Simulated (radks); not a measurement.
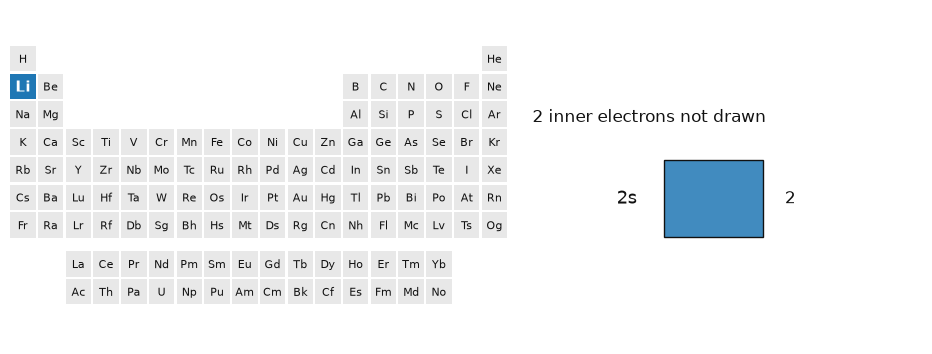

**Figure 1.** Left, the place of lithium in the periodic table; right, the outer shells as the input fills them: a box for each of the 2l + 1 orbitals, shaded by the share of the shell that is filled, with the electron count at the right.

## Li⁻: atomic calculation

Li⁻ (Z = 3, 4 electrons) in the configuration [He] 2s2. A Watson sphere of charge 0.88 and radius 1.79 bohr holds the anion. Computed at this level: non-relativistic Kohn-Sham, LDA (Slater exchange, Perdew-Wang correlation), spin-polarised, spherical densities, point nucleus (the in-house radial solver radks).

## Input
```
Z 3
configuration [He] 2s2
relativity non-relativistic
functional lda,pw
spin polarised
nucleus point
watson charge 0.88 radius 1.79 bohr
response adiabatic LDA kernel
```

Energies in input and log are in hartree, lengths in bohr.

Launched within a batch (the task file carries these settings):
```bash
python <driver script> task.json out
```

## Output
```
1s      1   1.0000          -1.93684680
2s      1   1.0000          -0.13837994
1s      2   1.0000          -1.93684680
2s      2   1.0000          -0.13837994
Etot -8.870530609540221
Ekin 7.671226632093914
Encl -19.964569842404998
Eh 5.30944962024434
Exc -1.8866370194734783
err 2.4471766848285565e-10
it 13
```

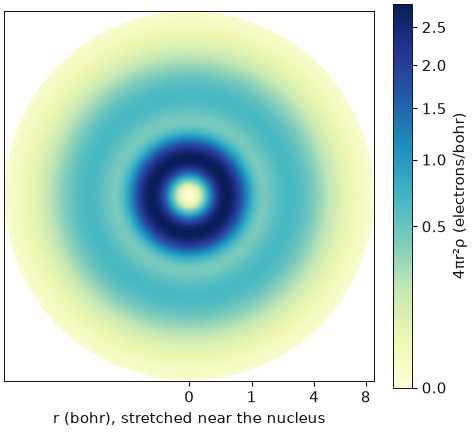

**Figure 2.** The radial density 4πr²ρ as a disc about the nucleus, with the radius drawn as r to the power 0.5. There are 2 maxima, at r = 0.363 and 2.62 bohr, parted by a minimum at 1.47 bohr, inside which lie 2.1 electrons.

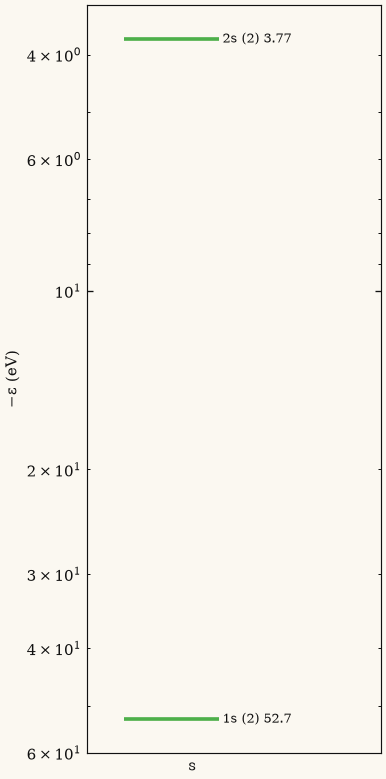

**Figure 3.** All occupied levels, on a logarithmic scale of binding energy, are drawn (occupations in brackets). The highest occupied level is 2s at −3.77 eV. From the top down the occupied levels run 2s (−3.77 eV), 1s (−52.7 eV).

## Summary

- outcome: converged
- total energy (with the Watson sphere's term): −8.870531 hartree
- kinetic energy: 7.671227 hartree
- electron–nucleus energy (with the Watson sphere's term): −19.964570 hartree
- Hartree energy: 5.309450 hartree
- exchange–correlation energy: −1.886637 hartree
- radius at density 0.001 e/bohr³: 4.62 bohr
- SCF iterations: 13
- hardware: 1 CPU thread, shared host

## Remarks

The sphere shifts the levels inside it by its charge over its radius, about 13 eV.
